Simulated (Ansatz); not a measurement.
## The perfect V wire along [100], 16 atoms a period

Wanted: the relaxed geometry and the bands of the V wire along [100], 16 atoms a period.

Calculated with Ansatz 0.2.0; DFT PBE, plane waves, PAW; relaxation of a wire's period; PAW set soft_1, in the first sound run; inputs show where later runs differ.

### 1. Starting point

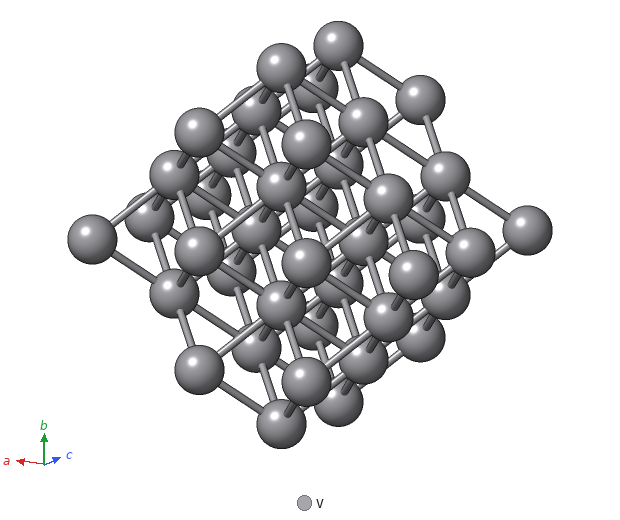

The cell as given, at a slant to the c axis (vanadium grey). 1×1×2 cells are drawn. Some periodic images of atoms are drawn too.

The cell holds 16 atoms: 16 V. Cell: a = 15.770 Å, b = 15.770 Å, c = 2.990 Å, α = 90.0°, β = 90.0°, γ = 90.0°. Vacuum lies along a and b. The structure's axis is c.

Structure file:

```cif
data_structure
_symmetry_space_group_name_H-M 'P 1'
_symmetry_Int_Tables_number 1
_cell_length_a 15.7700
_cell_length_b 15.7700
_cell_length_c 2.9900
_cell_angle_alpha 90.000
_cell_angle_beta 90.000
_cell_angle_gamma 90.000
_cell_volume 743.59
loop_
_atom_site_label
_atom_site_type_symbol
_atom_site_fract_x
_atom_site_fract_y
_atom_site_fract_z
_atom_site_occupancy
V1 V 0.21560 0.50000 0.00000 1
V2 V 0.40520 0.31040 0.00000 1
V3 V 0.40520 0.50000 0.00000 1
V4 V 0.40520 0.68960 0.00000 1
V5 V 0.59480 0.31040 0.00000 1
V6 V 0.59480 0.50000 0.00000 1
V7 V 0.59480 0.68960 0.00000 1
V8 V 0.78440 0.50000 0.00000 1
V9 V 0.31040 0.40520 0.50000 1
V10 V 0.31040 0.59480 0.50000 1
V11 V 0.50000 0.21560 0.50000 1
V12 V 0.50000 0.40520 0.50000 1
V13 V 0.50000 0.59480 0.50000 1
V14 V 0.50000 0.78440 0.50000 1
V15 V 0.68960 0.40520 0.50000 1
V16 V 0.68960 0.59480 0.50000 1
```

### 2. The relaxed wire

Band widths follow the bond lengths, so the wire is relaxed first. The atoms and the third cell vector are free; the box across stays fixed as vacuum. A Fermi-Dirac smearing is set since the result may be a metal. The pressure printed is a third of the stress's trace over the whole box, vacuum included; only the stress along the axis is relaxed.

The input, input.yaml:

```yaml
crystal:
  lattice:
    - [15.77, 0.0, 0.0]
    - [0.0, 15.77, 0.0]
    - [0.0, 0.0, 2.99]
  atoms:
    - { symbol: V, position: [0.215599239, 0.5, 0.0] }
    - { symbol: V, position: [0.405199746, 0.310399493, 0.0] }
    - { symbol: V, position: [0.405199746, 0.5, 0.0] }
    - { symbol: V, position: [0.405199746, 0.689600507, 0.0] }
    - { symbol: V, position: [0.594800254, 0.310399493, 0.0] }
    - { symbol: V, position: [0.594800254, 0.5, 0.0] }
    - { symbol: V, position: [0.594800254, 0.689600507, 0.0] }
    - { symbol: V, position: [0.784400761, 0.5, 0.0] }
    - { symbol: V, position: [0.310399493, 0.405199746, 0.5] }
    - { symbol: V, position: [0.310399493, 0.594800254, 0.5] }
    - { symbol: V, position: [0.5, 0.215599239, 0.5] }
    - { symbol: V, position: [0.5, 0.405199746, 0.5] }
    - { symbol: V, position: [0.5, 0.594800254, 0.5] }
    - { symbol: V, position: [0.5, 0.784400761, 0.5] }
    - { symbol: V, position: [0.689600507, 0.405199746, 0.5] }
    - { symbol: V, position: [0.689600507, 0.594800254, 0.5] }
kpoints:
  mp_grid: { grid: [1, 1, 27] }
scf:
  occupations: { method: fermi_dirac, width: 0.05 }
hamiltonian:
  xc: pbe
  pseudopotentials: { kind: paw, azcp: { folder: soft_1 } }
relax:
  cell: { fix: [a, b, alpha, beta, gamma] }
  max_steps: 45
  f_tol: 0.03
```

The run is started by

```bash
ansatz run input.yaml --threads 4 --pin off --max-ram 16384MiB --backend cpu --events-out ev --progress --plain --runs-dir out
```

Numbers of over 12 decimals in the logs are rounded to 6 here.

Output:

```text
Engine: ansatz 0.2.0, aarch64-unknown-linux-gnu
Pseudopotentials: kind: paw
Pseudopotential: V, paw, valence charge 13, recommended cutoff 420 eV (normal), soft_1/V.paw.azcp
Functional definition: PBE
  parameter kappa = 0.804
  parameter beta = 0.066725
  exchange = pbe_x(kappa = kappa, mu = beta*pi^2/3)
  correlation = pbe_c(beta = beta)
Crystal: 16 atoms, lattice volume = 743.592 Å³
Basis set: ecut = 420 eV, 14361 PW (Γ), exchange–correlation on 216×216×40 points (8 copies of the dense FFT grid, shifted against one another)
Bands: 125, of which v1, the nominal top of the filled ones, is band 104 counted from 1 (103 counted from 0)
Symmetry: 16 space group operations
Space group: P42/mmc (ITA 131), of the structure as read, at distance tolerance 9.1e-5 Å
k-points: 14 of 27
Non-local potential: V, projectors of the file, l = 0: 3, l = 1: 2, l = 2: 3, l = 3: 1
PAW form: soft (Blöchl's): semilocal exchange-correlation on the pseudo side does not see the compensation charge
PAW one-centre angular grid: V, 590 points (default); XC on 64 Gauss nodes
Initial density: superposition of atomic densities (neutral atoms: chi_scale 0, normalization atom)
Initial wavefunctions: pseudopotential atomic-orbital guess
Functional: x = pbe(κ = 0.804, μ = 0.219515), c = pbe(β = 0.066725)
SCF iter   1: F=—  HF=-46608.814715 eV  |F-HF|=—  |Δ(HF+E_count)|=         —  Δρ=7.89e-2  dr2=3.72e2  ethr=3.10e-3  ⟨swp⟩=10.2  Hψ=8156  notcnv=0
preconditioner: auto → LDOS  [metal: Δε(μ)=0.016 eV  Ē_g=3.234 eV  σ=0.050 eV  W_gap=0.08  n_scr=114 (ndim 8)  ℏωp=12.2 eV  f_vac=0.553  D(μ)=16.92/eV (n_scr^D=80)  β→1.0]
SCF iter   2: F=—  HF=-46650.248428 eV  |F-HF|=—  |Δ(HF+E_count)|=    4.14e1  Δρ=2.12e-1  dr2=2.14e3  ethr=3.10e-3  ⟨swp⟩=13.6  Hψ=13801  notcnv=0  defer=10  recentre
SCF iter   3: F=—  HF=-46588.032023 eV  |F-HF|=—  |Δ(HF+E_count)|=    6.22e1  Δρ=4.40e-2  dr2=9.93e1  ethr=3.10e-3  ⟨swp⟩=10.9  Hψ=10098  notcnv=0  defer=4
SCF iter   4: F=—  HF=-46583.474646 eV  |F-HF|=—  |Δ(HF+E_count)|=    4.56e0  Δρ=1.23e-2  dr2=6.55e0  ethr=3.10e-3  ⟨swp⟩=6.1  Hψ=3950  notcnv=0  defer=16
SCF iter   5: F=—  HF=-46583.079229 eV  |F-HF|=—  |Δ(HF+E_count)|=   3.95e-1  Δρ=4.87e-3  dr2=2.44e-1  ethr=3.10e-3  ⟨swp⟩=4.0  Hψ=2944  notcnv=0  defer=16
SCF iter   6: F=—  HF=-46583.083977 eV  |F-HF|=—  |Δ(HF+E_count)|=   4.75e-3  Δρ=4.78e-3  dr2=4.01e-1  ethr=1.17e-4  ⟨swp⟩=5.7  Hψ=3642  notcnv=0  defer=11
SCF iter   7: F=—  HF=-46583.078942 eV  |F-HF|=—  |Δ(HF+E_count)|=   5.04e-3  Δρ=2.52e-3  dr2=2.61e-1  ethr=1.17e-4  ⟨swp⟩=2.8  Hψ=2328  notcnv=0  defer=13
SCF iter   8: F=—  HF=-46583.074587 eV  |F-HF|=—  |Δ(HF+E_count)|=   4.36e-3  Δρ=7.62e-4  dr2=1.22e-2  ethr=1.17e-4  ⟨swp⟩=1.9  Hψ=1838  notcnv=0  defer=12
SCF iter   9: F=—  HF=-46583.075013 eV  |F-HF|=—  |Δ(HF+E_count)|=   4.27e-4  Δρ=5.28e-4  dr2=5.61e-3  ethr=5.88e-6  ⟨swp⟩=2.7  Hψ=2361  notcnv=0  defer=11
SCF iter  10: F=—  HF=-46583.075254 eV  |F-HF|=—  |Δ(HF+E_count)|=   2.41e-4  Δρ=1.89e-4  dr2=4.21e-4  ethr=2.70e-6  ⟨swp⟩=2.0  Hψ=2012  notcnv=0  defer=11
SCF iter  11: F=—  HF=-46583.075280 eV  |F-HF|=—  |Δ(HF+E_count)|=   2.60e-5  Δρ=1.28e-4  dr2=5.37e-4  ethr=2.02e-7  ⟨swp⟩=2.2  Hψ=2348  notcnv=0  defer=11
SCF iter  12: F=—  HF=-46583.075292 eV  |F-HF|=—  |Δ(HF+E_count)|=   1.18e-5  Δρ=7.96e-5  dr2=1.51e-4  ethr=2.02e-7  ⟨swp⟩=1.6  Hψ=2036  notcnv=0  defer=11
SCF iter  13: F=—  HF=-46583.075316 eV  |F-HF|=—  |Δ(HF+E_count)|=   2.37e-5  Δρ=2.46e-5  dr2=1.20e-5  ethr=7.24e-8  ⟨swp⟩=1.9  Hψ=2052  notcnv=0  defer=11
SCF iter  14: F=—  HF=-46583.076335 eV  |F-HF|=—  |Δ(HF+E_count)|=   1.02e-3  Δρ=4.22e-6  dr2=2.55e-7  ethr=5.79e-9  ⟨swp⟩=2.4  Hψ=2337  notcnv=0  defer=11
SCF iter  15: F=-46583.076335 eV  HF=-46583.076335 eV  |F-HF|=1.03e-8  |Δ(HF+E_count)|=   1.45e-7  Δρ=2.15e-6  dr2=3.24e-8  ethr=4.81e-11  ⟨swp⟩=5.9  Hψ=5908  notcnv=0
SCF 1 converged in 15 iterations: F = -46583.076335 eV  dr2 = 3.24e-8
  greatest PAW one-centre occupation: 1.000 electrons in one spin orbital (limit 2), on the V atom at site 12 (counted from 0), in its partial waves of l = 0
relax step   1: F+E_penalty+E_count = -46583.07633525 eV  Δ(F+E_penalty+E_count) = +0.000e0 eV  max|allowed force component| = 2.019e0 eV/Å  Δτ_max = 0.0000 Å  P = -3.889 GPa  Ω = 743.592 Å³  fix = [a, b, alpha, beta, gamma]  reactions: a -3.844, b -3.844 GPa  (15 SCF iters, dr2 threshold 1.00e-7 eV, accepted)
Crystal: 16 atoms, lattice volume = 727.777 Å³
Basis set: ecut = 420 eV, 14153 PW (Γ), exchange–correlation on 216×216×40 points (8 copies of the dense FFT grid, shifted against one another)
Initial density: handed on by an earlier stage of this run
Initial wavefunctions: those handed on with the density
SCF iter   1: F=—  HF=-46584.981476 eV  |F-HF|=—  |Δ(HF+E_count)|=         —  Δρ=1.56e-2  dr2=7.05e0  ethr=3.10e-3  ⟨swp⟩=13.8  Hψ=8711  notcnv=0  defer=2
preconditioner: auto → LDOS  [metal: Δε(μ)=0.025 eV  Ē_g=2.628 eV  σ=0.050 eV  W_gap=0.12  n_scr=106 (ndim 8)  ℏωp=12.3 eV  f_vac=0.598  D(μ)=22.47/eV (n_scr^D=150)  β→1.0]
SCF iter   2: F=—  HF=-46585.189908 eV  |F-HF|=—  |Δ(HF+E_count)|=   2.08e-1  Δρ=1.96e-2  dr2=8.65e0  ethr=3.10e-3  ⟨swp⟩=3.8  Hψ=3075  notcnv=0  defer=13
SCF iter   3: F=—  HF=-46584.437950 eV  |F-HF|=—  |Δ(HF+E_count)|=   7.52e-1  Δρ=2.79e-3  dr2=1.58e-1  ethr=3.10e-3  ⟨swp⟩=2.4  Hψ=2570  notcnv=0  defer=13
SCF iter   4: F=—  HF=-46584.433034 eV  |F-HF|=—  |Δ(HF+E_count)|=   4.92e-3  Δρ=9.57e-4  dr2=8.79e-3  ethr=7.58e-5  ⟨swp⟩=3.7  Hψ=3174  notcnv=0  defer=13
SCF iter   5: F=—  HF=-46584.433734 eV  |F-HF|=—  |Δ(HF+E_count)|=   7.00e-4  Δρ=3.32e-4  dr2=9.38e-4  ethr=4.23e-6  ⟨swp⟩=2.9  Hψ=3312  notcnv=0  defer=12
SCF iter   6: F=—  HF=-46584.435455 eV  |F-HF|=—  |Δ(HF+E_count)|=   1.72e-3  Δρ=1.56e-4  dr2=2.20e-4  ethr=4.51e-7  ⟨swp⟩=2.6  Hψ=3017  notcnv=0  defer=12
SCF iter   7: F=—  HF=-46584.435574 eV  |F-HF|=—  |Δ(HF+E_count)|=   1.19e-4  Δρ=7.30e-5  dr2=4.65e-5  ethr=1.06e-7  ⟨swp⟩=2.5  Hψ=2982  notcnv=0  defer=12
SCF iter   8: F=—  HF=-46584.435589 eV  |F-HF|=—  |Δ(HF+E_count)|=   1.49e-5  Δρ=3.24e-5  dr2=1.27e-5  ethr=2.24e-8  ⟨swp⟩=2.4  Hψ=2732  notcnv=0  defer=12
SCF iter   9: F=-46584.435591 eV  HF=-46584.435592 eV  |F-HF|=3.85e-7  |Δ(HF+E_count)|=   2.56e-6  Δρ=9.16e-6  dr2=1.33e-6  ethr=7.69e-10  ⟨swp⟩=3.7  Hψ=6104  notcnv=0
SCF 2 converged in 9 iterations: F = -46584.435591 eV  dr2 = 1.33e-6
[...]
SCF 3 converged in 9 iterations: F = -46584.613490 eV  dr2 = 3.90e-7
  greatest PAW one-centre occupation: 1.000 electrons in one spin orbital (limit 2), on the V atom at site 5 (counted from 0), in its partial waves of l = 0
relax step   3: F+E_penalty+E_count = -46584.61349030 eV  Δ(F+E_penalty+E_count) = -1.779e-1 eV  max|allowed force component| = 2.744e-1 eV/Å  Δτ_max = 0.1257 Å  P = +0.830 GPa  Ω = 735.718 Å³  energy of the carried Pulay correction = +2.062e-3 eV  fix = [a, b, alpha, beta, gamma]  reactions: a +0.895, b +0.895 GPa  (9 SCF iters, dr2 threshold 1.60e-6 eV, accepted)
[...]
relax step   4: F+E_penalty+E_count = -46584.65288759 eV  Δ(F+E_penalty+E_count) = -3.940e-2 eV  max|allowed force component| = 6.756e-2 eV/Å  Δτ_max = 0.0442 Å  P = -0.022 GPa  Ω = 735.329 Å³  energy of the carried Pulay correction = +2.164e-3 eV  fix = [a, b, alpha, beta, gamma]  reactions: a -0.078, b -0.078 GPa  (8 SCF iters, dr2 threshold 1.60e-6 eV, accepted)
[...]
relax step   5: F+E_penalty+E_count = -46584.65503391 eV  Δ(F+E_penalty+E_count) = -2.146e-3 eV  max|allowed force component| = 3.140e-2 eV/Å  Δτ_max = 0.0075 Å  P = -0.013 GPa  Ω = 736.873 Å³  energy of the carried Pulay correction = +1.758e-3 eV  fix = [a, b, alpha, beta, gamma]  reactions: a -0.015, b -0.015 GPa  (8 SCF iters, dr2 threshold 2.85e-7 eV, accepted)
[...]
relax step   6: F+E_penalty+E_count = -46584.65523326 eV  Δ(F+E_penalty+E_count) = -1.993e-4 eV  max|allowed force component| = 2.009e-3 eV/Å  Δτ_max = 0.0020 Å  P = -0.002 GPa  Ω = 736.903 Å³  energy of the carried Pulay correction = +1.750e-3 eV  fix = [a, b, alpha, beta, gamma]  reactions: a -0.004, b -0.004 GPa  (7 SCF iters, dr2 threshold 6.16e-8 eV, accepted)
Initial wavefunctions: pseudopotential atomic-orbital guess (no wavefunctions were taken with the density)
iter 1 solved again at ethr=8.14e-7 eV; its pass at ethr=3.10e-3 eV (dr2=1.69e-3 eV) is discarded
SCF iter   1: F=—  HF=-46584.651765 eV  |F-HF|=—  |Δ(HF+E_count)|=         —  Δρ=1.44e-5  dr2=3.30e-7  ethr=8.14e-7  ⟨swp⟩=5.1  Hψ=12901  notcnv=0
eigensolver tolerance schedule: the retry pair's looser diagonalisation over-reported the residual by 5135.01 of it (diagonalisation noise at an unbounded share of the residual, at the tolerance the schedule requests for it); recorded, not acted on — ethr = c·dr2/N_el stays at c = 1.0e-1
preconditioner: auto → LDOS  [metal: Δε(μ)=0.018 eV  Ē_g=2.626 eV  σ=0.050 eV  W_gap=0.09  n_scr=114 (ndim 8)  ℏωp=12.2 eV  f_vac=0.602  D(μ)=21.10/eV (n_scr^D=126)  β→1.0]
SCF iter   2: F=—  HF=-46584.653131 eV  |F-HF|=—  |Δ(HF+E_count)|=   1.37e-3  Δρ=1.55e-5  dr2=1.48e-6  ethr=1.58e-10  ⟨swp⟩=4.6  Hψ=5142  notcnv=0
SCF iter   3: F=—  HF=-46584.653131 eV  |F-HF|=—  |Δ(HF+E_count)|=   4.04e-7  Δρ=4.73e-6  dr2=1.61e-7  ethr=1.58e-10  ⟨swp⟩=2.7  Hψ=3316  notcnv=0
SCF iter   4: F=—  HF=-46584.653131 eV  |F-HF|=—  |Δ(HF+E_count)|=   1.61e-8  Δρ=1.56e-6  dr2=2.53e-8  ethr=7.76e-11  ⟨swp⟩=3.0  Hψ=3775  notcnv=0
SCF iter   5: F=—  HF=-46584.653131 eV  |F-HF|=—  |Δ(HF+E_count)|=  5.68e-10  Δρ=4.07e-7  dr2=1.81e-9  ethr=1.22e-11  ⟨swp⟩=2.0  Hψ=2210  notcnv=0
SCF iter   6: F=—  HF=-46584.653131 eV  |F-HF|=—  |Δ(HF+E_count)|=  1.82e-10  Δρ=1.72e-7  dr2=5.06e-10  ethr=1.00e-12  ⟨swp⟩=2.1  Hψ=2361  notcnv=0
SCF iter   7: F=-46584.653131 eV  HF=-46584.653131 eV  |F-HF|=3.64e-11  |Δ(HF+E_count)|=  1.46e-11  Δρ=8.22e-8  dr2=8.25e-11  ethr=1.00e-12  ⟨swp⟩=5.3  Hψ=5584  notcnv=0
SCF 7 converged in 7 iterations: F = -46584.653131 eV  dr2 = 8.25e-11
relax step   7: F+E_penalty+E_count = -46584.65313070 eV  Δ(F+E_penalty+E_count) = +2.103e-3 eV  max|allowed force component| = 1.914e-3 eV/Å  Δτ_max = 0.0000 Å  P = +0.007 GPa  Ω = 736.903 Å³  fix = [a, b, alpha, beta, gamma]  reactions: a +0.005, b +0.005 GPa  stress off target by 1.15e-2 GPa on what of the cell is left free  SCF on the basis re-selected at this cell (its energy is not comparable with the rows above)  (7 SCF iters)
basis re-selected at this cell: Δ(F+E_penalty+E_count) = +2.103e-3 eV, ΔP = +0.009 GPa vs the last step (what re-selecting the basis moved, of the pressure what is left beyond the Pulay correction that the steps carried, after the strain that the cell walked since its last selection, with what the two solves' SCF thresholds leave and, on support functions, any second-order correction that the steps lacked; it is no m [...]
SCF converged after 7 iterations
Free energy (F): -46584.653131 eV
Harris-Foulkes:  -46584.653131 eV  (|F-HF|=3.64e-11)
Internal energy: -46584.478904 eV  (E = F + TS)
E sigma→0 (E₀):  -46584.566017 eV
Entropy (-TS):   -0.174227 eV (-10.889 meV/atom)
Fermi energy:    2.156598 eV
--- Per-component energies (eV) ---
  E_band       = -5323.223627
  E_kinetic    = 4730.603704
  E_local      = -146593.569632  (includes V_loc(G=0)·N_el)
  E_nonlocal   = 1334.277041
  E_hartree    = 70465.971802
  E_xc         = -1829.375069
  E_vxc        = -2313.161582  (∫ρ·V_xc dr)
  E_paw        = -18018.606954  (= ΣΔE_a)
  E_vpaw       = -3413.336007  (= ΣTr[D̂ρ^β])
  E_aug_tail   = 0.016874  (compensation charges beyond the density's cutoff)
  E_ewald      = 43326.203331
  E_smearing   = -0.174227  (= −TS)
  E_closure    = 0.000000  (closes the sum)
  Σ components = -46584.653131   (vs F -46584.653131, Δ=0.00e0)
--- Forces (eV/Å), atoms counted from 1 ---
  atom   1  V     -0.00129909     0.00000000     0.00000000
  atom   2  V     -0.00115922     0.00191368     0.00000000
  atom   3  V     -0.00137825     0.00000000     0.00000000
  atom   4  V     -0.00115922    -0.00191368     0.00000000
  atom   5  V      0.00115922     0.00191368     0.00000000
  atom   6  V      0.00137825     0.00000000     0.00000000
  atom   7  V      0.00115922    -0.00191368     0.00000000
  atom   8  V      0.00129909     0.00000000     0.00000000
  atom   9  V      0.00191368    -0.00115922     0.00000000
  atom  10  V      0.00191368     0.00115922     0.00000000
  atom  11  V      0.00000000    -0.00129909     0.00000000
  atom  12  V      0.00000000    -0.00137825     0.00000000
  atom  13  V      0.00000000     0.00137825     0.00000000
  atom  14  V      0.00000000     0.00129909     0.00000000
  atom  15  V     -0.00191368    -0.00115922     0.00000000
  atom  16  V     -0.00191368     0.00115922     0.00000000
  max |Σ_I F_I| component: 8.67e-19 eV/Å
--- Stress (GPa, compression-positive) ---
        0.004774       0.000000       0.000000
        0.000000       0.004774       0.000000
        0.000000       0.000000       0.011495
  P = ⅓ Tr σ = 0.0070 GPa (0.070 kbar)
--- Relaxed structure (6 steps of the walk, 6 accepted, 1 SCFs on fresh bases) ---
  F+E_penalty+E_count = -46584.65313070 eV   max|allowed force component| = 1.914e-3 eV/Å   (the final SCF, on the basis selected at the relaxed cell)
  cell:  # Å, volume = 736.9029 Å³
    - [15.77, 0.0, 0.0]
    - [0.0, 15.77, 0.0]
    - [0.0, 0.0, 2.963104]
  atoms:
    - { symbol: V, position: [0.233114, 0.500000, 0.0] }
    - { symbol: V, position: [0.410437, 0.312708, 0.0] }
    - { symbol: V, position: [0.407058, 0.500000, 0.0] }
    - { symbol: V, position: [0.410437, 0.687292, 0.0] }
    - { symbol: V, position: [0.589563, 0.312708, 0.0] }
    - { symbol: V, position: [0.592942, 0.500000, 0.0] }
    - { symbol: V, position: [0.589563, 0.687292, 0.0] }
    - { symbol: V, position: [0.766886, 0.500000, 0.0] }
    - { symbol: V, position: [0.312708, 0.410437, 0.500000] }
    - { symbol: V, position: [0.312708, 0.589563, 0.500000] }
    - { symbol: V, position: [0.500000, 0.233114, 0.500000] }
    - { symbol: V, position: [0.500000, 0.407058, 0.500000] }
    - { symbol: V, position: [0.500000, 0.592942, 0.500000] }
    - { symbol: V, position: [0.500000, 0.766886, 0.500000] }
    - { symbol: V, position: [0.687292, 0.410437, 0.500000] }
    - { symbol: V, position: [0.687292, 0.589563, 0.500000] }
```

The job ended after 4.5 min (4 threads of Arm Neoverse V1, shared host; peak memory 2.6 GiB; 18 min of CPU time).

This run has no spin polarisation, although V can carry a moment.

(Part 1 of 2 ends here.)

[Logs are printed without paths, hosts, clocks, repeated set-up lines and the standing remarks that a program may print on its own settings, such as how far it seeks lower states.]

[Hosts, paths, dates, database ids (printed as entryN), source tags and the programs' standing remarks are cut or masked in the printed files.]
